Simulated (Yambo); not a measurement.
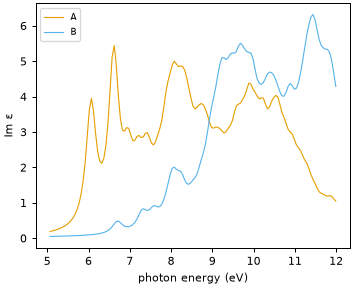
Figure: Two computed absorption spectra of NH4Br (space group P4/nmm, No. 129) (Yambo, PBEsol bands with the same scissor, field along x)

Axes are Cartesian, with cell vectors (Å) (5.71, 0.00, 0.00), (0.00, 5.71, 0.00), (0.00, 0.00, 4.11).

Problem. Which curve includes the electron-hole attraction (BSE)?

Solution. Curve A: the attraction moves weight to lower energy (centre of the plotted range 8.7 eV against 10.1 eV). Settings: 4×4×6 mesh, 6 valence and 15 conduction bands, static screening with 65 bands and a 3 Ry block, scissor 2.42 eV, Tamm-Dancoff. The scissor comes from a G0W0 run whose convergence isn't established. Broadening 0.15 eV. The band window holds all transitions up to 13.7 eV. On this mesh the peak heights and the fine structure are mesh artefacts; only the shift of weight is robust.

Spin-orbit coupling is not included.

Geometry of the Materials Project entry, not relaxed at this level; primitive cell a = 5.715 Å, b = 5.715 Å, c = 4.107 Å, α = 90.00°, β = 90.00°, γ = 90.00°.

The distance between layers or molecules is the database entry's, not relaxed here. Functionals without dispersion can leave it too large, which widens gaps and weakens the response across layers: the numbers belong to this cell.
